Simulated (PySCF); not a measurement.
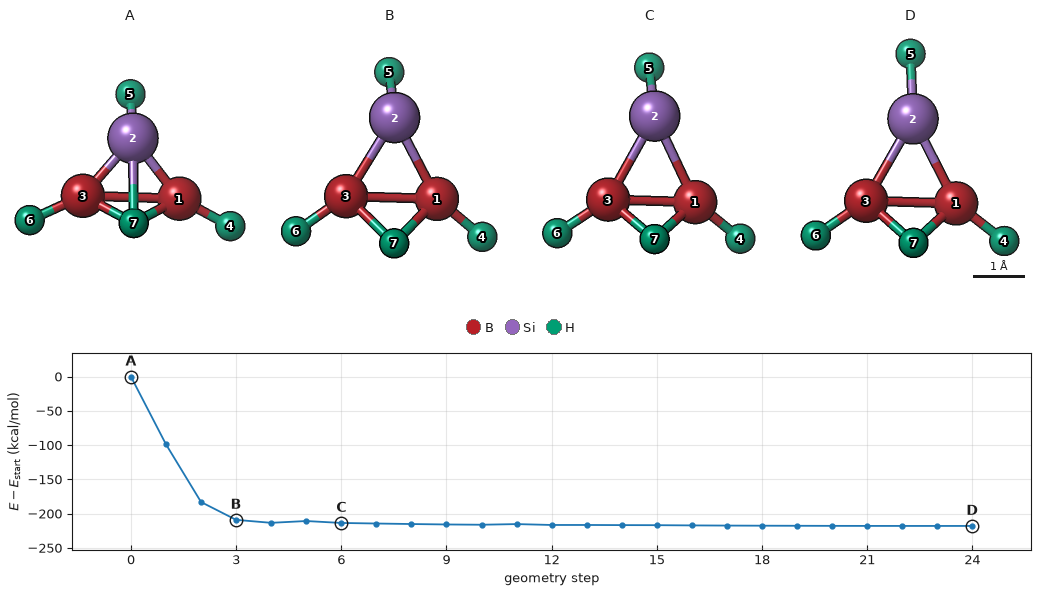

Frames of a relaxation of B$_{2}$SiH$_{4}$, marked on the history of the run. Style: ball-and-stick. Shown at a tilt.

It is one of the separated reactants of a reaction.

These are results of RKS PBE-D4/def2-SVP, density fitting (PySCF), not measurements. 

Q: What happens along the run?

A: The energy falls by 217.9 kcal/mol in 24 geometry steps. The largest move after the best rigid fit is that of H5, 0.83 Å. By element the largest moves are H 0.83 Å, Si 0.39 Å, B 0.12 Å. Among the contacts that change: Si2–H7 1.759 → 2.547 Å, Si2–H5 1.080 → 1.491 Å, B1–Si2 1.507 → 1.871 Å, B1–B3 1.917 → 1.787 Å. Bond angles that change, for instance: Si2–B1–H7 79.5° → 103.5°, Si2–B3–H7 79.5° → 103.5°, H4–B1–H7 123.0° → 100.9°. Cost: 97 s on 2 threads of Arm Neoverse V1, with other jobs on the host. From step 0 to 3: H5 moves most (0.54 Å), energy −209.0 kcal/mol. From step 3 to 6: H7 moves most (0.10 Å), energy −4.52 kcal/mol. From step 6 to 24: H5 moves most (0.30 Å), energy −4.37 kcal/mol.
